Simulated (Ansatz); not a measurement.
## Run report: C₂H₇BO, nudged elastic band

- system: C₂H₇BO
- method: RKS PBE-D4/def2-SVP (Ansatz 0.2.0)

One setting was made poor on purpose. It belongs to a series of runs on one base structure; here: an input spoilt on purpose.

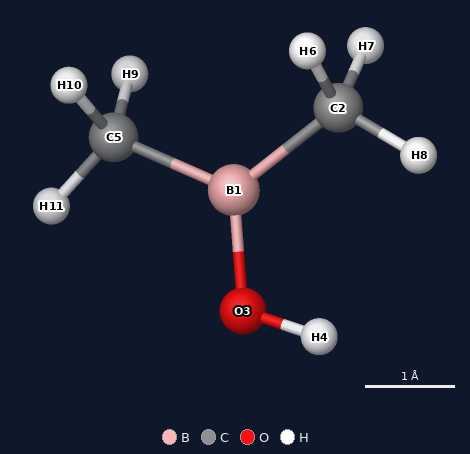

*The starting structure (ball-and-stick view, seen at a tilt; atoms are numbered from 1 in the order of the input).*

**Input**
```yaml
crystal:
  periodic: [false, false, false]
  atoms:
    - { symbol: B, position_ang: [-0.211484, 0.135586, -0.315765] }
    - { symbol: C, position_ang: [0.929329, 0.856812, 0.521664] }
    - { symbol: O, position_ang: [-0.811555, 0.748184, -1.386457] }
    - { symbol: H, position_ang: [-0.450658, 1.640463, -1.541491] }
    - { symbol: C, position_ang: [-0.706492, -1.324462, 0.033688] }
    - { symbol: H, position_ang: [1.862863, 0.254213, 0.491745] }
    - { symbol: H, position_ang: [0.646774, 0.910248, 1.595154] }
    - { symbol: H, position_ang: [1.179972, 1.8849, 0.185403] }
    - { symbol: H, position_ang: [-1.031962, -1.390921, 1.094017] }
    - { symbol: H, position_ang: [0.13119, -2.048915, -0.064964] }
    - { symbol: H, position_ang: [-1.537976, -1.666208, -0.613096] }
basis:
  gaussian: { orbitals: def2-SVP }
hamiltonian:
  xc: pbe
  dispersion: d4
neb:
  order_check: false
  images: 7
  f_tol: 0.03
  max_iterations: 8
  initial_path: linear
  final_atoms:
    - { symbol: B, position_ang: [-1.2429663, -0.45359741, -1.12299919] }
    - { symbol: C, position_ang: [1.24146436, 1.41848354, 0.53486124] }
    - { symbol: O, position_ang: [-1.49198229, 0.42024752, -1.9344011] }
    - { symbol: H, position_ang: [0.5923061, 1.63546231, -0.33431553] }
    - { symbol: C, position_ang: [-0.93067289, -1.55759213, -0.10032873] }
    - { symbol: H, position_ang: [1.84430605, 0.51276947, 0.3325462] }
    - { symbol: H, position_ang: [0.61731134, 1.25389815, 1.43381313] }
    - { symbol: H, position_ang: [1.9191077, 2.27441435, 0.71388556] }
    - { symbol: H, position_ang: [-1.03402199, -1.16759274, 0.93184412] }
    - { symbol: H, position_ang: [0.10771621, -1.92227587, -0.23068509] }
    - { symbol: H, position_ang: [-1.62256731, -2.41431719, -0.2243226] }
  spring: -5.0
```

Launched with:
```bash
ansatz run input.yaml --threads 2 --pin off --max-ram 3072MiB --backend cpu --events-out ev --progress --plain --runs-dir out
```

**Log**
```
Error: invalid value for `neb.spring`: must be finite and > 0; got -5 eV/Å²
```

**Outcome**

| quantity | value |
| --- | --- |
| outcome | refused by the program |
| hardware | 2 threads of AMD EPYC (Zen 5), 16 GiB of memory available, shared host |

The program refused the input: “invalid value for `neb.spring`: must be finite and > 0; got -5 eV/Å²” A deliberately poor setting: bad input.
